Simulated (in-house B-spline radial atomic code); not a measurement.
System: the ytterbium ion Yb⁶⁺, configuration [Kr] 4d10 4f12 5s2 5p4 (high spin). All runs are scalar-relativistic, spin-polarised and spherical, computed with an in-house B-spline radial code (spin-free X2C). Hartree-Fock is the average over the configuration. Wanted, and plotted below: the eigenvalue (eV) of the 4f up orbital by 6 methods.

The deepest is Hartree-Fock (−109) and the shallowest TPSS (−94.0), a spread of 15.1 eV. In order (eV): Hartree-Fock (−109), r2SCAN (−94.6), LDA (VWN5) (−94.6), PBEsol (−94.2), RPBE (−94.1), TPSS (−94.0). On the whole, exact exchange removes self-interaction and deepens occupied levels.

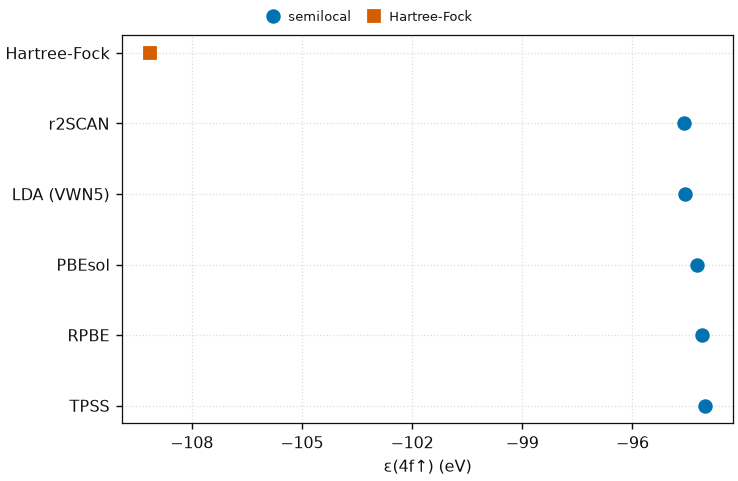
